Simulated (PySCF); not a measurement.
Breaking a bond: CH3Cl, SMILES CCl, singlet. The C1–H5 bond (C1 also carries Cl, H, H; H5 carries nothing else) is stretched with both fragments frozen at the PBE0/def2-TZVP optimised geometry.

```
5

C      0.0000     0.0000     0.0000
Cl    -1.4699    -0.8138    -0.5668
H      0.0000     1.0199    -0.3771
H      0.8644    -0.5414    -0.3771
H      0.0000     0.0000     1.0874
```

- NEVPT2 = SC-NEVPT2 on CASSCF(2,2)/cc-pVDZ, all electrons correlated (PySCF)
- RKS-TPSSh = PySCF 2.14.0 with restricted TPSSh/cc-pVDZ
- RMP2/3-21G = restricted MP2 (frozen core)/3-21G (PySCF 2.14.0)

Energies are in mEh, each relative to the lowest point of its own curve near equilibrium.

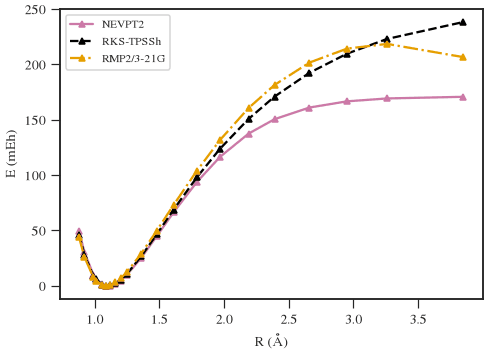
*Energy against bond length for each method.*

| R / Å | NEVPT2 | RKS-TPSSh | RMP2/3-21G |
|---|---|---|---|
| 0.88 | 49.1 | 46.1 | 43.7 |
| 0.92 | 30.3 | 28.1 | 26.0 |
| 0.99 | 9.9 | 8.8 | 7.6 |
| 1.01 | 6.4 | 5.6 | 4.6 |
| 1.06 | 1.2 | 0.9 | 0.5 |
| 1.09 | 0.0 | 0.0 | 0.0 |
| 1.12 | 0.0 | 0.3 | 0.6 |
| 1.16 | 1.6 | 2.1 | 2.9 |
| 1.20 | 4.6 | 5.3 | 6.6 |
| 1.25 | 9.9 | 10.8 | 12.5 |
| 1.36 | 25.2 | 26.6 | 29.0 |
| 1.48 | 44.8 | 46.5 | 49.8 |
| 1.61 | 66.3 | 68.8 | 73.0 |
| 1.79 | 93.7 | 98.0 | 103.9 |
| 1.97 | 116.5 | 123.9 | 131.8 |
| 2.19 | 137.4 | 150.7 | 160.6 |
| 2.39 | 150.4 | 170.8 | 181.4 |
| 2.66 | 161.0 | 192.4 | 201.6 |
| 2.95 | 166.6 | 209.6 | 214.2 |
| 3.26 | 169.2 | 222.9 | 218.5 |
| 3.85 | 170.7 | 238.2 | 206.5 |

At the longest distance, 3.85 Å, RKS-TPSSh lies highest above its minimum (238.2 mEh) and NEVPT2 lowest (170.7 mEh).

The RMP2/3-21G curve passes through a maximum at 3.26 Å and then falls by 12.0 mEh up to the last usable point.

At the longest distance RKS-TPSSh leaves fractional charges on the fragments, a sign of delocalisation error or of the restricted form. The restricted form behind RKS-TPSSh, RMP2/3-21G keeps the bonding electrons paired and can't separate into open-shell fragments.
